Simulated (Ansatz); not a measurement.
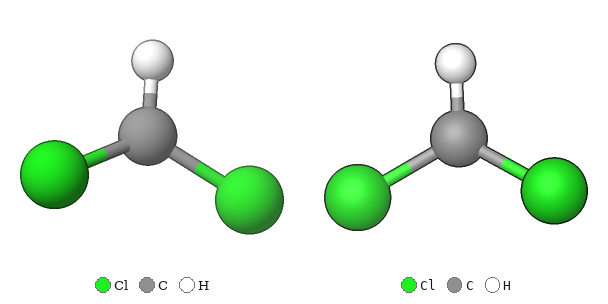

Two views of one molecule.

The species is neutral and a spin doublet.

Question: Give the formula.

Answer: CHCl₂, 4 atoms: 1 carbon, 1 hydrogen and 2 chlorine.

Question: Count the bonded pairs by element.

Answer: 2 C–Cl, 1 C–H. Sticks follow a distance rule.

The parts below concern this one geometry. Atoms keep their numbers from picture to picture. The computed structure is the end point of a PBE0-D4/def2-TZVP optimisation. No frequency run is at hand to confirm it as a minimum.

## Shape

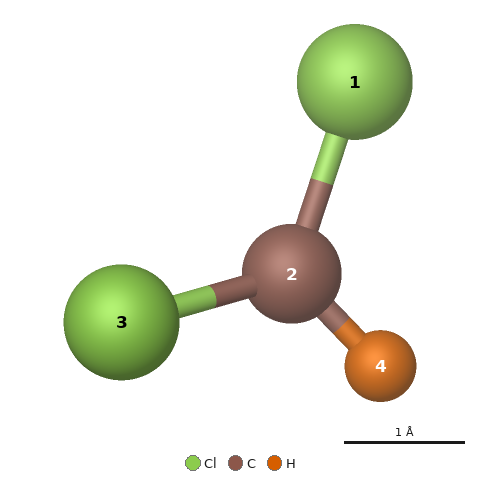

No frequency run is at hand to confirm it as a minimum.

What are the angles Cl1–C2–Cl3, Cl1–C2–H4?

| angle | degrees |
| --- | --- |
| Cl1–C2–Cl3 | 119.6 |
| Cl1–C2–H4 | 117.7 |

## Electronic properties

No frequency run is at hand to confirm it as a minimum. Level of theory: UHF-CCSD(T), frozen core/def2-TZVPP (Ansatz 0.2.0).

Question: What is the ⟨S²⟩ of the determinant?

Answer: 0.770.

Question: Give the T1 diagnostic at this level.

Answer: 0.016.

## Dipole moment

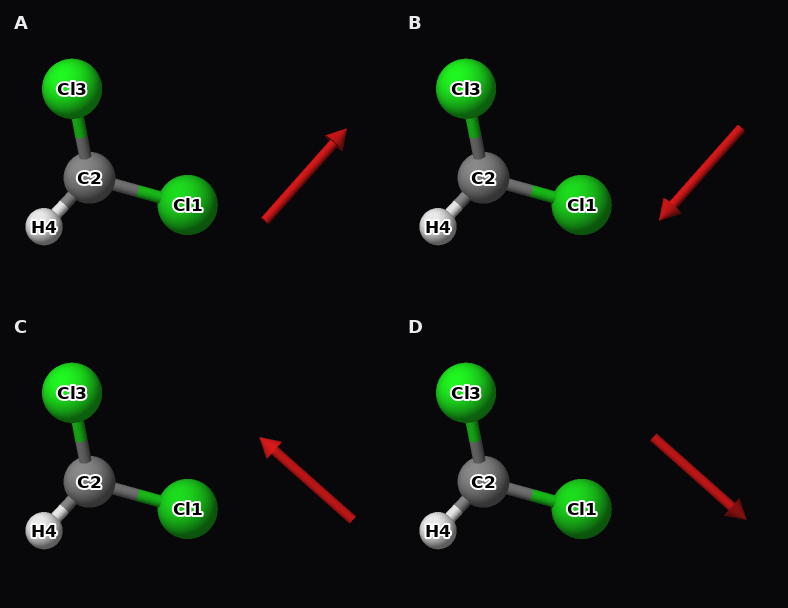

The same molecule four times, each with an arrow. No frequency run is at hand to confirm it as a minimum. Method: UKS PBE0-D4/def2-TZVP (Ansatz 0.2.0).

Question: Which arrow points along the dipole moment, from the negative to the positive end?

Answer: B. The dipole moment is 0.90 D; it points from the side of Cl1, Cl3 to the side of H4 (the outermost atoms at the two ends).

## Charges

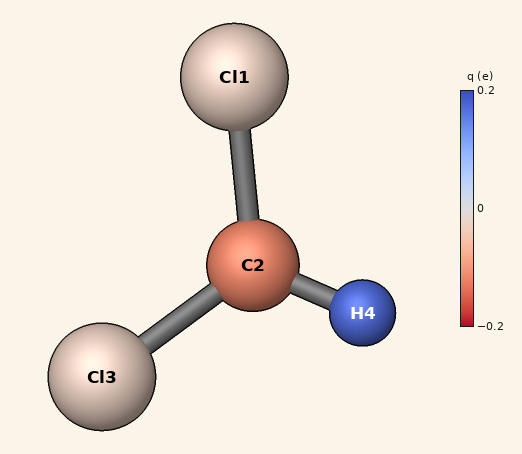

Atoms are coloured by their Mulliken charges. No frequency run is at hand to confirm it as a minimum. Level of theory: UKS PBE0-D4/def2-TZVP (Ansatz 0.2.0).

List the Mulliken charges.

```tsv
atom	value (e)
Cl1	−0.03
C2	−0.12
Cl3	−0.03
H4	0.17
```

Mulliken values depend strongly on the basis set and can even reverse the polarity of a bond.
